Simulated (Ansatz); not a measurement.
System: C₂H₉BOSi (SMILES BOC[SiH2]C).

```tsv
atom	x (Å)	y (Å)	z (Å)
B	-0.0356	1.8108	1.8465
O	-0.5909	0.9007	1.0170
C	-0.2121	-0.4840	1.0101
Si	0.6635	-0.9097	-0.6411
C	-0.4382	-0.4336	-2.0946
H	0.8104	1.4698	2.6628
H	-0.4278	2.9568	1.7277
H	0.4399	-0.7204	1.8817
H	-1.1384	-1.0911	1.1101
H	0.9633	-2.3874	-0.6284
H	1.9650	-0.1525	-0.6853
H	-1.3693	-1.0359	-2.0991
H	0.0783	-0.5882	-3.0630
H	-0.7209	0.6355	-2.0155
```

Level of theory: RKS PBE-D4/def2-SVP in Ansatz.

What can the converged electron density and electron localisation function tell about the bonding?

Answer. B–O (1.35 Å): ρ is about 2.1 e/Å³ halfway; the ELF peaks at about 0.90 between the atoms; a polar covalent bond.
C–O (1.44 Å): the density is about 1.9 e/Å³ at the midpoint, with its minimum of 1.6 e/Å³ about 0.5 Å from C; the ELF peaks at about 0.90 between the atoms: a shared but strongly polarised pair.
C–H (1.11 Å): the density is about 1.9 e/Å³ at the midpoint; the ELF climbs to about 1 towards the hydrogen, as it does in any bond to H: a covalent bond by its length.
B–H (1.22 Å): ρ at the midpoint is about 1.2 e/Å³; the ELF climbs to about 1 towards the hydrogen: an ordinary covalent bond to hydrogen.

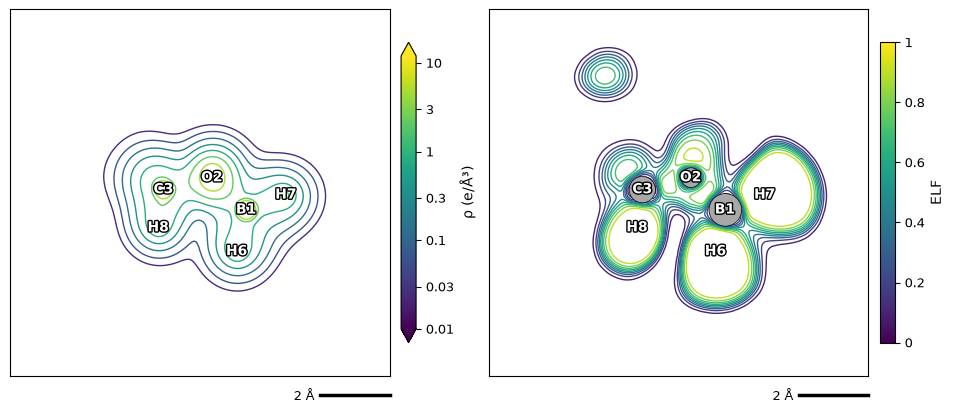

Computed electron density and electron localisation function on the plane of atoms O2, B1 and H6, in this order. Grey discs cover the atomic cores in the ELF map. 
